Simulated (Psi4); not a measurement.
# P2 (SMILES P#P) at DSD-PBEP86/def2-TZVPPD (density fitting for correlation)

Aim: the vertical electron affinity of P2 at DSD-PBEP86/def2-TZVPPD (density fitting for correlation), from 2 runs. Input form: a Python script.

Program for the calculation: Psi4 1.11.

**1. The system as given**

P2 has 2 atoms, charge 0, and is taken as a singlet. As SMILES, `P#P`. The bond length is the measured one.

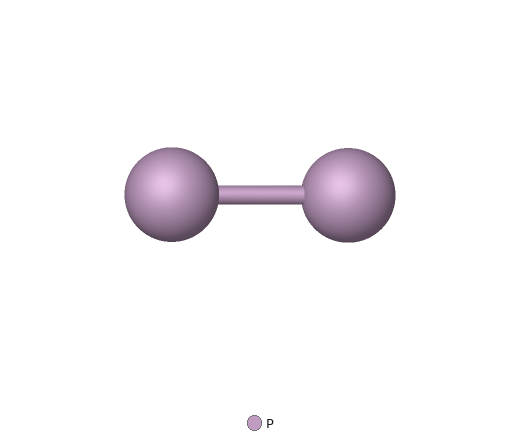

Viewed from a chosen angle; phosphorus pink.

**2. The energy at DSD-PBEP86/def2-TZVPPD (density fitting for correlation)**

File run.py:

```python
import psi4

psi4.set_memory(1600000000)
psi4.set_num_threads(1)
psi4.set_output_file('output.dat', False)

m = psi4.geometry("""
0 1
P      0.000000     0.000000     0.000000
P      0.000000     0.000000     1.893400
symmetry c1
no_reorient
no_com
""")

psi4.set_options({
    'basis': 'def2-TZVPPD',
    'puream': True,
    'e_convergence': 1e-09,
    'd_convergence': 1e-08,
    'scf_type': 'pk',
    'dft_radial_points': 99,
    'dft_spherical_points': 590,
    'num_frozen_docc': 10,
})

E, wfn = psi4.energy('dsd-pbep86', molecule=m, return_wfn=True)
print('E =', round(E, 9))
for k, v in sorted(psi4.core.scalar_variables().items()):
    print(f'{k:45s} {v:18.10f}')
```

On the command line:

```sh
$ python run.py
```

output.dat (excerpt; [...] marks lines left out):

```text
[...]
  Running in c1 symmetry.
[...]
  Nuclear repulsion =   62.884162036944126
[...]
  Multiplicity = 1
[...]
  Nalpha       = 15
  Nbeta        = 15
[...]
    Number of basis functions: 96
[...]
   @RKS iter   1:  -681.96013979490579   -5.16159e-01   3.27765e-03 ADIIS/DIIS
[...]
   @RKS iter   8:  -681.98070279878596   -2.06910e-11   7.70492e-09 DIIS
[...]
    Orbital Energies [Eh]
    ---------------------
    Doubly Occupied:
       1A    -78.961486     2A    -78.961470     3A     -7.191636
       4A     -7.191001     5A     -5.173051     6A     -5.173051
       7A     -5.172819     8A     -5.172819     9A     -5.172600
      10A     -5.170278    11A     -0.830185    12A     -0.563518
      13A     -0.373864    14A     -0.347301    15A     -0.347301
[...]
  @RKS Final Energy:  -681.98070279878596
   => Energetics <=
    Nuclear Repulsion Energy =             62.8841620369441259
    One-Electron Energy =               -1068.7884613948701826
    Two-Electron Energy =                 337.0808622030201605
    DFT Exchange-Correlation Energy =     -13.1572656438800291
    Empirical Dispersion Energy =           0.0000000000000000
    VV10 Nonlocal Energy =                  0.0000000000000000
    Total Energy =                       -681.9807027987859556
[...]
 Multipole Moments:
 ------------------------------------------------------------------------------------
     Multipole            Electronic (a.u.)      Nuclear  (a.u.)        Total (a.u.)
 ------------------------------------------------------------------------------------
 L = 1.  Multiply by 2.5417464519 to convert [e a0] to [Debye]
 Dipole X            :         -0.0000000            0.0000000           -0.0000000
 Dipole Y            :         -0.0000000            0.0000000           -0.0000000
 Dipole Z            :        -53.6701117           53.6701117            0.0000000
 Magnitude           :                                                    0.0000000
[...]
```

On the terminal:

```text
E = -682.134065297
CURRENT ENERGY                                   -682.1340652975
CURRENT REFERENCE ENERGY                         -681.9807027988
DD SOLVATION ENERGY                                 0.0000000000
DFT FUNCTIONAL TOTAL ENERGY                      -681.9807027988
DFT TOTAL ENERGY                                 -682.1340652975
DFT VV10 ENERGY                                     0.0000000000
DFT XC ENERGY                                     -13.1572656439
DOUBLE-HYBRID CORRECTION ENERGY                    -0.1533624987
DSD-PBEP86 DOUBLE-HYBRID CORRECTION ENERGY         -0.1533624987
DSD-PBEP86 TOTAL ENERGY                          -682.1340652975
GRID ELECTRONS ALPHA                               15.0000000867
GRID ELECTRONS BETA                                15.0000000867
GRID ELECTRONS TOTAL                               30.0000001734
NUCLEAR REPULSION ENERGY                           62.8841620369
ONE-ELECTRON ENERGY                             -1068.7884613949
PCM POLARIZATION ENERGY                             0.0000000000
PE ENERGY                                           0.0000000000
SCF ITERATION ENERGY                             -681.9807027988
SCF ITERATIONS                                      8.0000000000
SCF TOTAL ENERGY                                 -681.9807027988
TWO-ELECTRON ENERGY                               337.0808622030
XC GRID RADIAL POINTS                              99.0000000000
XC GRID SPHERICAL POINTS                          590.0000000000
XC GRID TOTAL POINTS                           111250.0000000000
```

Wall time 5.7 s (1 thread of Intel Xeon at 2.80GHz (Skylake/Cascade Lake), shared host); peak memory 0.63 GiB.

**3. The doublet anion at the same level**

File run.py:

```python
import psi4

psi4.set_memory('1600 MB')
psi4.set_num_threads(1)
psi4.set_output_file('psi4.out', False)

geom = psi4.geometry("""
-1 2
P      0.000000     0.000000     0.000000
P      0.000000     0.000000     1.893400
units angstrom
symmetry c1
""")

options = {'basis': 'def2-TZVPPD', 'reference': 'uks', 'puream': True, 'e_convergence': 1e-09, 'd_convergence': 1e-08, 'scf_type': 'pk', 'dft_radial_points': 99, 'dft_spherical_points': 590, 'num_frozen_docc': 10, 'maxiter': 100}
psi4.set_options(options)

e, wfn = psi4.energy('dsd-pbep86', molecule=geom, return_wfn=True)
print('E =', round(e, 9))
for k, v in sorted(psi4.core.scalar_variables().items()):
    print(f'{k:45s} {v:18.10f}')
```

On the command line:

```sh
$ python run.py
```

psi4.out (excerpt; [...] marks lines left out):

```text
[...]
  Running in c1 symmetry.
[...]
  Nuclear repulsion =   62.884162036944126
[...]
  Multiplicity = 2
[...]
  Nalpha       = 16
  Nbeta        = 15
[...]
    Number of basis functions: 96
[...]
   @UKS iter   1:  -681.91331677374887   -4.69325e-01   4.41419e-03 DIIS/ADIIS
[...]
   @UKS iter  11:  -681.99447127830672   -7.61702e-12   3.65194e-09 DIIS
[...]
   @S^2 Observed:                7.700709138E-01
[...]
    Orbital Energies [Eh]
    ---------------------
    Alpha Occupied:
       1A    -78.699765     2A    -78.699748     3A     -6.932169
       4A     -6.931576     5A     -4.917639     6A     -4.917443
       7A     -4.914200     8A     -4.913966     9A     -4.913823
      10A     -4.911491    11A     -0.594687    12A     -0.346025
      13A     -0.152842    14A     -0.143542    15A     -0.117027
      16A     -0.001033
    Alpha Virtual:
      17A      0.186685    18A      0.216252    19A      0.249433
      20A      0.314239    21A      0.322242    22A      0.322764
      23A      0.358596    24A      0.361349    25A      0.365296
[...]
  @UKS Final Energy:  -681.99447127830672
   => Energetics <=
    Nuclear Repulsion Energy =             62.8841620369441259
    One-Electron Energy =               -1076.3373335776154818
    Two-Electron Energy =                 344.6940591942263268
    DFT Exchange-Correlation Energy =     -13.2353589318615370
    Empirical Dispersion Energy =           0.0000000000000000
    VV10 Nonlocal Energy =                  0.0000000000000000
    Total Energy =                       -681.9944712783067189
[...]
 Multipole Moments:
 ------------------------------------------------------------------------------------
     Multipole            Electronic (a.u.)      Nuclear  (a.u.)        Total (a.u.)
 ------------------------------------------------------------------------------------
 L = 1.  Multiply by 2.5417464519 to convert [e a0] to [Debye]
 Dipole X            :          0.0000000            0.0000000            0.0000000
 Dipole Y            :         -0.0000000            0.0000000           -0.0000000
 Dipole Z            :          0.0000000            0.0000000            0.0000000
 Magnitude           :                                                    0.0000000
[...]
```

The script printed:

```text
E = -682.146807109
CURRENT ENERGY                                   -682.1468071093
CURRENT REFERENCE ENERGY                         -681.9944712783
DD SOLVATION ENERGY                                 0.0000000000
DFT FUNCTIONAL TOTAL ENERGY                      -681.9944712783
DFT TOTAL ENERGY                                 -682.1468071093
DFT VV10 ENERGY                                     0.0000000000
DFT XC ENERGY                                     -13.2353589319
DOUBLE-HYBRID CORRECTION ENERGY                    -0.1523358310
DSD-PBEP86 DOUBLE-HYBRID CORRECTION ENERGY         -0.1523358310
DSD-PBEP86 TOTAL ENERGY                          -682.1468071093
GRID ELECTRONS ALPHA                               16.0000000931
GRID ELECTRONS BETA                                15.0000000856
GRID ELECTRONS TOTAL                               31.0000001787
NUCLEAR REPULSION ENERGY                           62.8841620369
ONE-ELECTRON ENERGY                             -1076.3373335776
PCM POLARIZATION ENERGY                             0.0000000000
PE ENERGY                                           0.0000000000
SCF ITERATION ENERGY                             -681.9944712783
SCF ITERATIONS                                     11.0000000000
SCF TOTAL ENERGY                                 -681.9944712783
TWO-ELECTRON ENERGY                               344.6940591942
XC GRID RADIAL POINTS                              99.0000000000
XC GRID SPHERICAL POINTS                          590.0000000000
XC GRID TOTAL POINTS                           111250.0000000000
```

Wall time 9 s (1 thread of Intel Xeon at 2.80GHz (Skylake/Cascade Lake), shared host); peak memory 0.63 GiB.

**4. What came out**

At DSD-PBEP86/def2-TZVPPD (density fitting for correlation), 10 core orbitals frozen:

| quantity | value |
| --- | --- |
| singlet P2: total energy | -682.13407 Eh |
| singlet P2: HOMO energy (SCF part's orbitals) | -9.45 eV |
| singlet P2: LUMO energy (SCF part's orbitals) | -0.73 eV |
| singlet P2: HOMO–LUMO gap (SCF part's orbitals) | 8.72 eV |
| doublet anion: total energy | -682.14681 Eh |
| doublet anion: HOMO energy (SCF part's orbitals) (highest over α and β) | -0.03 eV |
| doublet anion: LUMO energy (SCF part's orbitals) (lowest over α and β) | 5.08 eV |
| doublet anion: ⟨S²⟩ | 0.770 |
| vertical electron affinity (to the doublet anion) | 0.347 eV |

In words: At fixed nuclei the extra electron is bound by 0.35 eV (33.5 kJ/mol).
